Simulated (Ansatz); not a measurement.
**AlF2 (doublet): one geometry, many settings at angle F2–Al1–F3 = 68.2°**

What do other methods and options give for AlF2 (doublet) at this geometry, and how long do they take?

Program: Ansatz 0.2.0, Gaussian basis. Level of theory: the settings change from run to run. These are calculated values, not measurements.

32 further runs of the same task are left out: 16 for a known fault of the program, 2 for a mislabelled method, 13 that didn't finish, 1 set aside as unsound or not needed.

**1. The geometry**

The geometry derives from a PBE0/def2-TZVP stationary point (not a proven minimum). One angle is set to the value named; bond lengths are kept.

3 atoms, charge 0, spin multiplicity 2.

Atoms are counted from 1 here; the program's logs count them from 0.

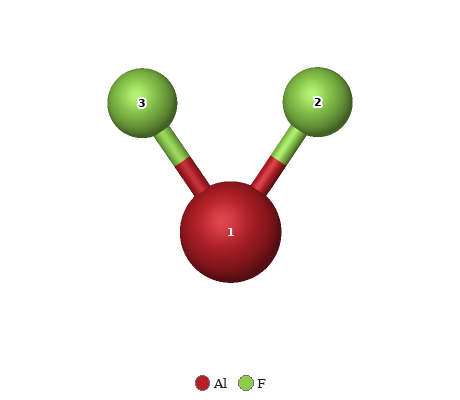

The geometry (aluminium red, fluorine green); atoms are numbered from 1 in the order of the file.

**2. CCSD(T)/def2-SVP**

Input file in.yaml:

```yaml
crystal:
  periodic: [false, false, false]
  atoms:
    - {symbol: Al, position_ang: [0.000000, -0.797274, 0.000000]}
    - {symbol: F, position_ang: [0.000000, 0.566144, -0.923104]}
    - {symbol: F, position_ang: [0.000000, 0.566144, 0.923104]}
basis:
  gaussian: {orbitals: def2-SVP, fitting: {mean_field: def2-universal-jkfit}}
magnetization: {spin_polarized: true, initial_magnetization: 1}
hamiltonian: {xc: {name: B3LYP}}
correlation: {method: ccsd_t, electrons: valence}
output: {forces: true}
```

Launch:

```console
$ ansatz run in.yaml --threads 1 --pin off --events-out ev --progress --plain --max-ram 2393MiB
```

Output, cut to the lines that bear on the results:

```text
Functional definition: B3LYP
  name "B3LYP"
  cite "Stephens, Devlin, Chabalowski & Frisch, J. Phys. Chem. 98, 11623 (1994) doi:10.1021/j100096a001"
  cite "Becke, Phys. Rev. A 38, 3098 (1988) doi:10.1103/PhysRevA.38.3098"
  cite "Lee, Yang & Parr, Phys. Rev. B 37, 785 (1988) doi:10.1103/PhysRevB.37.785"
  cite "Vosko, Wilk & Nusair, Can. J. Phys. 58, 1200 (1980) doi:10.1139/p80-159"
[...]
282 factors; integrals over basis functions are off by at most 8.4e-2 eV
[...]
mean field -12024.44734324 eV, -441.8902894009 hartree, gradient 2.4e-6 eV, S^2 0.751029; 3 other end points of the search recorded, 0 dependent functions left out
7 core orbitals not correlated: weight in the atoms' cores, before any rotation towards them, 1.000 or more for the frozen orbitals, at most 0.000 for the correlated occupied ones
reference -11987.57470184 eV, -440.5352448226 hartree; 9, 8 occupied and 30, 31 virtual orbitals, 282 factors
second order -11.97345760 eV of doubles, -0.45546723 eV of singles
cycle   1  -11.49528990 eV  change    9.1e-1 eV  update   1.3e-1
[...]
cycle  15  -11.95823600 eV  change   -2.5e-8 eV  update   1.8e-7
perturbative correction -0.24953427 eV, -0.0091702154 hartree
[...]
Total energy: -11999.78247211 eV, -440.9838721053 hartree
Atom 0 at     0.000000    -0.797274     0.000000 Å, force    -0.000000     1.005586    -0.000000 eV/Å
Atom 1 at     0.000000     0.566144    -0.923104 Å, force     0.000000    -0.502793    -8.631726 eV/Å
Atom 2 at     0.000000     0.566144     0.923104 Å, force     0.000000    -0.502793     8.631726 eV/Å
Dipole moment:     0.000000    -1.007091     0.000000 e Å
```

It took 14 s on 1 thread of Arm Neoverse N1, shared host.

From the report: ⟨S²⟩ of the determinant 0.751 (pure doublet: 0.75); correlation -12.2078 eV; T1 0.017; largest double amplitude 0.02. The orbitals are Kohn-Sham ones, so correlation energy and T1 don't compare with those on Hartree-Fock orbitals.

**3. HF/cc-pVDZ**

Input file in.yaml:

```yaml
crystal:
  periodic: [false, false, false]
  atoms:
    - {symbol: Al, position_ang: [0.000000, -0.797274, 0.000000]}
    - {symbol: F, position_ang: [0.000000, 0.566144, -0.923104]}
    - {symbol: F, position_ang: [0.000000, 0.566144, 0.923104]}
basis:
  gaussian: {orbitals: cc-pVDZ}
magnetization: {spin_polarized: true, initial_magnetization: 1}
hamiltonian: {xc: hf}
scf: {lower_state_search: off}
output: {forces: true, orbitals: {seedname: orbitals}}
```

Launched as before.

Output, cut to the lines that bear on the results:

```text
Functional definition: HF
  name "HF"
  cite "Fock, Z. Phys. 61, 126 (1930) doi:10.1007/BF01340294"
  parent pbe
[...]
440 factors; integrals over basis functions are off by at most 4.3e-4 eV
[...]
mean field -11994.88398620 eV, -440.8038560686 hartree, gradient 4.7e-6 eV, S^2 0.751397; 0 other end points of the search recorded, 0 dependent functions left out
[...]
reference -11994.88398620 eV, -440.8038560686 hartree; 16, 15 occupied and 30, 31 virtual orbitals, 440 factors
Total energy: -11994.88398620 eV, -440.8038560686 hartree
Atom 0 at     0.000000    -0.797274     0.000000 Å, force     0.000000     1.002782     0.000000 eV/Å
Atom 1 at     0.000000     0.566144    -0.923104 Å, force    -0.000000    -0.501391    -8.889661 eV/Å
Atom 2 at     0.000000     0.566144     0.923104 Å, force     0.000000    -0.501391     8.889661 eV/Å
Dipole moment:    -0.000000    -1.194804    -0.000000 e Å
Checks for a lower state left out: stability, starts, cluster_reference, orbital_swaps, neighbouring_geometries, increment
```

Run time: 0.66 s. Hardware: 1 thread of Arm Neoverse N1, shared host.

From the report: ⟨S²⟩ of the determinant 0.751 (pure doublet: 0.75).

**4. MRCISD+Q(relaxed)(7,7)/6-31G**

Input file in.yaml:

```yaml
crystal:
  periodic: [false, false, false]
  atoms:
    - {symbol: Al, position_ang: [0.000000, -0.797274, 0.000000]}
    - {symbol: F, position_ang: [0.000000, 0.566144, -0.923104]}
    - {symbol: F, position_ang: [0.000000, 0.566144, 0.923104]}
basis:
  gaussian: {orbitals: 6-31G, point_charges: [{charge: -1.00, position_ang: [4.736, 0.553, 0.474]}]}
magnetization: {spin_polarized: false, initial_magnetization: 1}
correlation: {method: fic_mrcisd_q_relaxed, electrons: outside_noble_gas, active_space: {window: {electrons: 7, orbitals: 7}}}
```

Launched as before.

Output, cut to the lines that bear on the results:

```text
Functional definition: HF
  name "HF"
  cite "Fock, Z. Phys. 61, 126 (1930) doi:10.1007/BF01340294"
  parent pbe
[...]
298 factors; integrals over basis functions are off by at most 1.9e-4 eV
[...]
mean field -11992.68445747 eV, -440.7230248786 hartree, gradient 1.6e-6 eV, S^2 0.750000; 2 other end points of the search recorded, 0 dependent functions left out
reference -11992.68445747 eV, -440.7230248786 hartree; 16, 15 occupied and 15, 16 virtual orbitals, 298 factors
state -11995.21794322 eV, -440.8161287627 hartree
contracted CI cycle   1: correlation 0.00000000 eV, 0.0000000000 hartree, residual 2.38e1 eV
contracted CI cycle   2: correlation -4.44350804 eV, -0.1632959085 hartree, residual 3.65e0 eV
contracted CI cycle   3: correlation -4.61896830 eV, -0.1697439541 hartree, residual 1.50e0 eV
contracted CI cycle   4: correlation -4.65104701 eV, -0.1709228250 hartree, residual 7.97e-1 eV
[...]
contracted CI cycle   8: correlation -5.31629175 eV, -0.1953701184 hartree, residual 6.74e-2 eV
contracted CI cycle   9: correlation -5.31636256 eV, -0.1953727203 hartree, residual 3.47e-2 eV
contracted CI cycle  10: correlation -5.31638001 eV, -0.1953733617 hartree, residual 1.66e-2 eV
contracted CI cycle  11: correlation -5.31638394 eV, -0.1953735062 hartree, residual 9.23e-3 eV
contracted CI cycle  12: correlation -5.31638514 eV, -0.1953735502 hartree, residual 4.65e-3 eV
contracted CI cycle  13: correlation -5.31638542 eV, -0.1953735607 hartree, residual 2.17e-3 eV
contracted CI cycle  14: correlation -5.31638549 eV, -0.1953735632 hartree, residual 1.15e-3 eV
state -11994.51159459 eV, -440.7901709292 hartree; corrected -12000.12725621 eV, -440.9965426873 hartree
state -11994.51159459 eV, -440.7901709292 hartree; corrected -12000.12725621 eV, -440.9965426873 hartree
WARN: the results are in doubt because another end's mean lies 0.706 eV lower, and its corrected mean 0.005 eV higher
Total energy: -12000.12725621 eV, -440.9965426873 hartree
In doubt: another end's mean lies 0.706 eV lower, and its corrected mean 0.005 eV higher
```

Wall time 17 s (1 thread of Arm Neoverse N1, shared host).

From the report: 1,225 determinants; active occupations 1.99, 1.98, 1.98, 1.00, 0.02, 0.02, 0.01. Mind the lines of doubt at the end of the log.

**5. NEVPT2(1,2)/cc-pVDZ**

Input file in.yaml:

```yaml
crystal:
  periodic: [false, false, false]
  atoms:
    - {symbol: Al, position_ang: [0.000000, -0.797274, 0.000000]}
    - {symbol: F, position_ang: [0.000000, 0.566144, -0.923104]}
    - {symbol: F, position_ang: [0.000000, 0.566144, 0.923104]}
basis:
  gaussian: {orbitals: cc-pVDZ}
magnetization: {spin_polarized: false, initial_magnetization: 1}
correlation: {method: sc_nevpt2, electrons: outside_noble_gas, active_space: {window: {electrons: 1, orbitals: 2}}}
accuracy: high
```

Same command.

Output, cut to the lines that bear on the results:

```text
Functional definition: HF
  name "HF"
  cite "Fock, Z. Phys. 61, 126 (1930) doi:10.1007/BF01340294"
  parent pbe
[...]
926 factors; integrals over basis functions are off by at most 3.0e-9 eV
[...]
mean field -11994.87272982 eV, -440.8034424043 hartree, gradient 1.1e-8 eV, S^2 0.750000; 4 other end points of the search recorded, 0 dependent functions left out
reference -11994.87272982 eV, -440.8034424043 hartree; 16, 15 occupied and 30, 31 virtual orbitals, 926 factors
state -11994.87272982 eV, -440.8034424043 hartree
state -11994.87272982 eV, -440.8034424043 hartree; corrected -12006.24628892 eV, -441.2214129917 hartree
WARN: 1 active orbitals are nearly empty or full. The corrections depend on them more than the energy does, and are more stable in an active space without them
Total energy: -12006.24628892 eV, -441.2214129917 hartree
```

Run time: 7 s. Hardware: 1 thread of Arm Neoverse N1, shared host.

From the report: 1 determinant; active occupations 1.00, 0.00. The report marks this result as in doubt.

**6. CCSD/def2-SVP**

Input file in.yaml:

```yaml
crystal:
  periodic: [false, false, false]
  atoms:
    - {symbol: Al, position_ang: [0.000000, -0.797274, 0.000000]}
    - {symbol: F, position_ang: [0.000000, 0.566144, -0.923104]}
    - {symbol: F, position_ang: [0.000000, 0.566144, 0.923104]}
basis:
  gaussian: {orbitals: def2-SVP}
magnetization: {spin_polarized: true, initial_magnetization: 1}
hamiltonian: {xc: {name: r2SCAN}}
correlation: {method: ccsd, electrons: outside_noble_gas}
output: {forces: true}
```

Launched as before.

Output, cut to the lines that bear on the results:

```text
Functional definition: r2SCAN
  name "r2SCAN"
  cite "Furness, Kaplan, Ning, Perdew & Sun, J. Phys. Chem. Lett. 11, 8208 (2020) doi:10.1021/acs.jpclett.0c02405"
  cite "Furness, Kaplan, Ning, Perdew & Sun, J. Phys. Chem. Lett. 11, 9248 (2020) doi:10.1021/acs.jpclett.0c03077"
  parent r2scan
[...]
417 factors; integrals over basis functions are off by at most 4.4e-4 eV
[...]
mean field -12021.05510184 eV, -441.7656268289 hartree, gradient 1.9e-6 eV, S^2 0.752326; 3 other end points of the search recorded, 0 dependent functions left out
7 core orbitals not correlated: weight in the atoms' cores, before any rotation towards them, 1.000 or more for the frozen orbitals, at most 0.000 for the correlated occupied ones
reference -11987.62999794 eV, -440.5372769168 hartree; 9, 8 occupied and 30, 31 virtual orbitals, 417 factors
second order -11.96705344 eV of doubles, -0.43263561 eV of singles
cycle   1  -11.45383893 eV  change    9.2e-1 eV  update   1.3e-1
[...]
cycle  12  -11.92052895 eV  change   -2.6e-6 eV  update   1.5e-6
[...]
Total energy: -11999.55052689 eV, -440.9753482756 hartree
Atom 0 at     0.000000    -0.797274     0.000000 Å, force     0.000000     1.314158     0.000000 eV/Å
Atom 1 at     0.000000     0.566144    -0.923104 Å, force    -0.000000    -0.657079    -8.650826 eV/Å
Atom 2 at     0.000000     0.566144     0.923104 Å, force     0.000000    -0.657079     8.650826 eV/Å
Dipole moment:     0.000000    -1.055215     0.000000 e Å
```

Wall time 22 s (1 thread of Arm Neoverse N1, shared host).

From the report: ⟨S²⟩ of the determinant 0.752 (pure doublet: 0.75); correlation -11.9205 eV; T1 0.015; largest double amplitude 0.02. The orbitals are Kohn-Sham ones, so correlation energy and T1 don't compare with those on Hartree-Fock orbitals.

**7. The runs in one table**

Where basis and cores are those of an earlier UCCSDT(Q)/cc-pVDZ run (-12006.5985 eV), and the state is the same kind, the miss against it is given. † marks a result that the program doubts.

| level | correlated | functions | energy (eV) | from UCCSDT(Q) (meV) | time |
| --- | --- | --- | --- | --- | --- |
| CCSD(T)/def2-SVP (on B3LYP orbitals) | valence | 46 | -11999.7825 |  | 14 s |
| HF/cc-pVDZ |  | 46 | -11994.8840 | 11714.6 | 0.66 s |
| MRCISD+Q(relaxed)(7,7)/6-31G (beside a point charge) † | outside noble gas | 31 | -12000.1273 |  | 17 s |
| NEVPT2(1,2)/cc-pVDZ † | outside noble gas | 46 | -12006.2463 | 352.3 | 7 s |
| CCSD/def2-SVP (on r2SCAN orbitals) | outside noble gas | 46 | -11999.5505 |  | 22 s |

**8. What came out**

| quantity | value |
| --- | --- |
| runs | 5 |
| quickest | HF/cc-pVDZ, 0.66 s |
| slowest | CCSD/def2-SVP (on r2SCAN orbitals), 22 s |

What this shows: Total energies in different bases, with other cores or another treatment of relativity can't be set against each other. CCSD/def2-SVP (on r2SCAN orbitals) took 33 times as long as HF/cc-pVDZ; the jobs differ in more than the method. Hartree-Fock, CASSCF and CASCI lack dynamic correlation by design.
